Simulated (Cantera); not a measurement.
Charge: 1 mol Al, a varied amount of H₂O, 300 mol N₂, equilibrated at 527 °C and 100 Torr.

These are equilibrium values from Cantera (NASA tables, ideal gas, pure condensed phases), not measurements of a reactor. Candidate condensed phases: Al, AlN, Al₂O₃, H₂O; 35 gas species. Rates play no part.

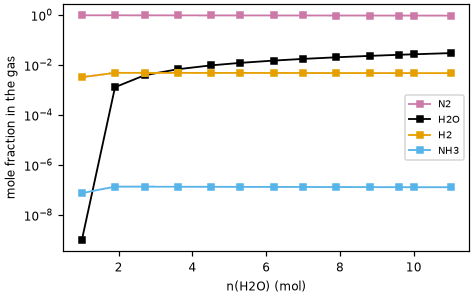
Fig. 1. Equilibrium gas composition (values under 1e-9 drawn at 1e-9)

**Question.** Read off the mole fractions at 1.9 mol H₂O.

**Answer.** N₂ about 0.99, H₂ about 0.0050, H₂O about 0.0013, NH₃ about 1.4e-7.
